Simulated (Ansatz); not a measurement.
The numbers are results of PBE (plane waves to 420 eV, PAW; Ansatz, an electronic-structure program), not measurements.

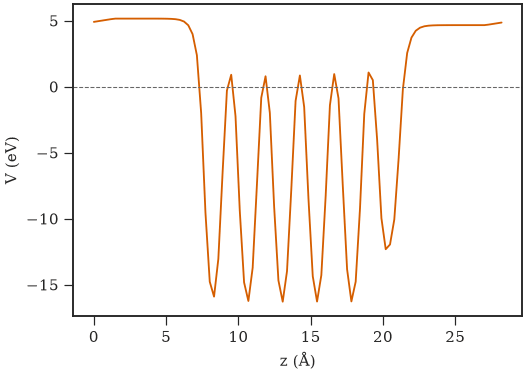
*Planar average of the electrostatic potential across the slab, in eV from the Fermi level, for a constructed model of the (111) surface of fcc Au, (√3x√3)R30° surface alloy, Sn on one Au site of the top plane (bottom of the slab: a bare face, its two planes held)*

Set-up: 18 atoms, 12.0 Å thick at the start; mesh 9x9x1; 0.1 eV smearing; dipole correction on; 6 atoms held, the rest relaxed; symmetry of the start imposed; no spin, no spin-orbit, no U. It is one candidate, not shown to be the stable structure of the face.

The vacuum level lies 4.66 eV above the Fermi level over the top face and 5.15 eV above it under the bottom face.
